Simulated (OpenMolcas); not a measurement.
# Multiconfigurational calculation: Ho³⁺ complex (part 2 of 2)

Continued. System: Ho³⁺ with 6 ligands (Br; octahedron, 2.795 Å), embedded in Cs2NaYBr6 by model potentials and point charges, whose field is part of the energies. Method: state-averaged CASSCF, active space 10 electrons in the shell 4f, basis ANO-RCC-VDZP on the metal and ANO-RCC-VDZP on the ligands, DKH2 scalar Hamiltonian, spin-orbit coupling by RASSI with atomic mean-field integrals (OpenMolcas).

### The program's output (extracts), continued
```
--- RASSI ---
SPIN-FREE ENERGIES:
  (Shifted by EMIN (a.u.) =     -28232.1184709298)

 SF State       Relative EMIN(au)   Rel lowest level(eV)    D:o, cm**(-1)

     1             0.0000000000        0.0000000000              0.0000
     2             0.0002116062        0.0057580983             46.4422
     3             0.0002116062        0.0057580983             46.4422
     4             0.0002116062        0.0057580983             46.4422
     5             0.0003801468        0.0103443217             83.4326
     6             0.0003801468        0.0103443217             83.4326
     7             0.0007512024        0.0204412574            164.8699
     8             0.0007512024        0.0204412574            164.8699
     9             0.0007512024        0.0204412574            164.8699
    10             0.0008035769        0.0218664419            176.3647
    11             0.0008650916        0.0235403415            189.8657
    12             0.0008650916        0.0235403415            189.8657
    13             0.0008650916        0.0235403415            189.8657
    14             0.0808483510        2.1999957069          17744.1620
    15             0.0808483510        2.1999957069          17744.1620
    16             0.0808483510        2.1999957069          17744.1620
    17             0.0810734148        2.2061200047          17793.5578
    18             0.0812153663        2.2099827027          17824.7126
    19             0.0812153663        2.2099827027          17824.7126
    20             0.0812153663        2.2099827027          17824.7126
    21             0.0813403967        2.2133849529          17852.1536
    31             0.0963702309        2.6223675761          21150.8209
    32             0.0963702309        2.6223675761          21150.8209
    33             0.0963702309        2.6223675761          21150.8209
    34             0.0963755311        2.6225118019          21151.9842
    35             0.0963755311        2.6225118019          21151.9842
    36             0.0963755311        2.6225118019          21151.9842
    37             0.0964605921        2.6248264301          21170.6529
    38             0.0964707636        2.6251032092          21172.8853
    39             0.0964707636        2.6251032092          21172.8853
    40             0.0964707636        2.6251032092          21172.8853
    41             0.0964773813        2.6252832867          21174.3377
    42             0.0964773813        2.6252832867          21174.3377
    43             0.0964969982        2.6258170894          21178.6431
    44             0.0964969982        2.6258170894          21178.6431
    45             0.0964969982        2.6258170894          21178.6431
    46             0.1229805702        3.3464717955          26991.1153
    47             0.1229805702        3.3464717955          26991.1153
    48             0.1229805702        3.3464717955          26991.1153
    49             0.1229868519        3.3466427290          26992.4940
Eigenvalues of complex Hamiltonian:
   -----------------------------------
  (Shifted by EMIN (a.u.) =     -28232.1184709298)

 SO State       Relative EMIN(au)   Rel lowest level(eV)    D:o, cm**(-1)

     1            -0.0363963945        0.0000000006              0.0000
     2            -0.0363963945        0.0000000000              0.0000
     3            -0.0363717412        0.0006708517              5.4108
     4            -0.0363717412        0.0006708514              5.4108
     5            -0.0363717412        0.0006708518              5.4108
     6            -0.0362918524        0.0028447370             22.9444
     7            -0.0360097927        0.0105199717             84.8493
     8            -0.0360097927        0.0105199719             84.8493
     9            -0.0360097927        0.0105199710             84.8493
    10            -0.0359294527        0.0127061349            102.4819
    11            -0.0359294527        0.0127061340            102.4819
    12            -0.0359294527        0.0127061341            102.4819
    13            -0.0358708036        0.0143020583            115.3539
    14            -0.0358708036        0.0143020582            115.3539
    15            -0.0358553276        0.0147231819            118.7505
    16            -0.0358553276        0.0147231822            118.7505
    17            -0.0358553276        0.0147231822            118.7505
    18            -0.0127560637        0.6432861742           5188.4529
    19            -0.0127560637        0.6432861735           5188.4529
    20            -0.0127560637        0.6432861737           5188.4529
    21            -0.0127550211        0.6433145452           5188.6817
    22            -0.0127550211        0.6433145453           5188.6817
    23            -0.0127550211        0.6433145445           5188.6817
    24            -0.0125648902        0.6484882688           5230.4106
    25            -0.0125442778        0.6490491608           5234.9345
    26            -0.0125442778        0.6490491609           5234.9345
    27            -0.0125442778        0.6490491607           5234.9345
    28            -0.0125295183        0.6494507888           5238.1739
    29            -0.0125295183        0.6494507887           5238.1739
    30            -0.0124776291        0.6508627665           5249.5622
    31            -0.0124776291        0.6508627657           5249.5622
    32            -0.0124776291        0.6508627658           5249.5622
    33             0.0042896639        1.1071240502           8929.5577
    34             0.0042896639        1.1071240509           8929.5577
    35             0.0043055475        1.1075562649           8933.0437
    36             0.0043055474        1.1075562646           8933.0437
    37             0.0043055474        1.1075562646           8933.0437
    38             0.0043897081        1.1098463923           8951.5148
    39             0.0044547571        1.1116164667           8965.7915
    40             0.0044547571        1.1116164671           8965.7915
    41             0.0044547571        1.1116164668           8965.7915
Weights of the five most important spin-orbit-free states for each spin-orbit state.

 SO State  Total energy (au)           Spin-free states, spin, and weights
 -------------------------------------------------------------------------------------------------------
    1        -0.036396       1 2.0  0.2507    3 2.0  0.2420    4 2.0  0.2186    5 2.0  0.1005    6 2.0  0.1005
    2        -0.036396       2 2.0  0.3065    1 2.0  0.2507    6 2.0  0.1005    5 2.0  0.1005    4 2.0  0.0896
    3        -0.036372       4 2.0  0.3938    1 2.0  0.2041    6 2.0  0.1801    5 2.0  0.0723    3 2.0  0.0479
    4        -0.036372       2 2.0  0.4354    5 2.0  0.2518    1 2.0  0.2041   35 1.0  0.0149   36 1.0  0.0149
    5        -0.036372       3 2.0  0.3936    1 2.0  0.2041    6 2.0  0.1979    5 2.0  0.0545    4 2.0  0.0481
    6        -0.036292       5 2.0  0.2387    6 2.0  0.2387    2 2.0  0.1438    3 2.0  0.1438    4 2.0  0.1438
    7        -0.036010       9 2.0  0.1455   13 2.0  0.1410    8 2.0  0.1072    2 2.0  0.0872    3 2.0  0.0819
    8        -0.036010       8 2.0  0.1462   12 2.0  0.1450    9 2.0  0.1073    2 2.0  0.0866    6 2.0  0.0831
    9        -0.036010       7 2.0  0.1891   11 2.0  0.1379    5 2.0  0.1058    4 2.0  0.0872    3 2.0  0.0866
   10        -0.035929      11 2.0  0.1978    8 2.0  0.1783    9 2.0  0.1772   10 2.0  0.1461    2 2.0  0.0614
   11        -0.035929      12 2.0  0.1960    7 2.0  0.1785   10 2.0  0.1461    9 2.0  0.1095    8 2.0  0.1062
   12        -0.035929      13 2.0  0.1820    7 2.0  0.1770   10 2.0  0.1461    8 2.0  0.1097    9 2.0  0.1075
```

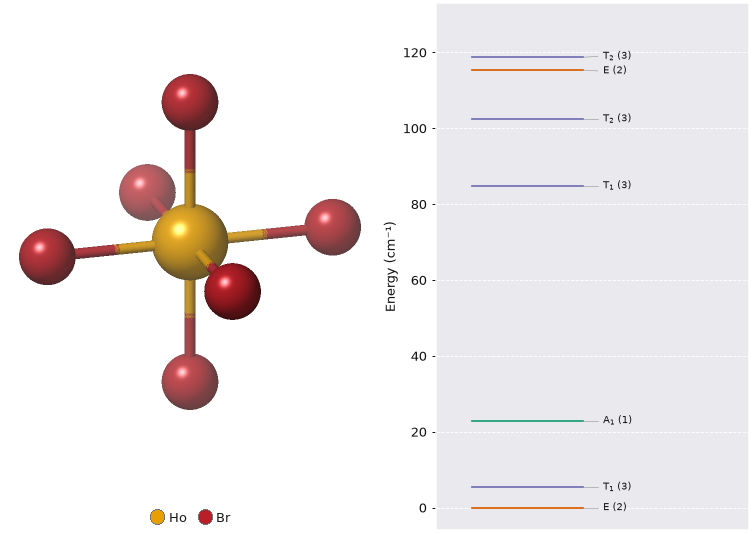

*Ho³⁺ (4f¹⁰) as a dopant in Cs₂NaYBr₆, a cluster with its 6 nearest Br⁻ at 2.795 Å (octahedron) embedded in model potentials and point charges; the geometry was set, not optimised, and its levels. Labels give the representation in O, Td, D4 or D3 as the site allows (double group for half-integer spin) where it could be assigned and, in brackets, the degeneracy; spin-free states, where drawn, share the zero of the spin-orbit levels.*

The ground level is E, doubly degenerate, 94 % from states of spin multiplicity 5 (of the 210 states of multiplicity 3, 106 enter the spin-orbit step). Its principal g values are all close to zero. The next level lies at 5.4 cm⁻¹ (T₁). The lowest J multiplet spreads over 119 cm⁻¹. The active orbitals hold 100 % metal character (Löwdin), and the Mulliken charge of the metal is +1.60.

### Results in brief

```
                                 quantity                 value
                                  outcome             converged
      energy of the lowest spin-free term  −28232.11847 hartree
    energy of the lowest spin-orbit level  −28232.15487 hartree
largest spread among components of a term              0.0 cm⁻¹
                                wall time               3.4 min
```

### Remarks

Without dynamic correlation the splittings between terms come out too large, often by 20 to 50 %. To bear in mind: high states of lower spin left out of the spin-orbit mixing; covalent bonds, ligand orbitals missing from the active space; the geometry is set by hand, with no relaxation; spin-free states above about 46,000 cm⁻¹ are left out of the spin-orbit step.
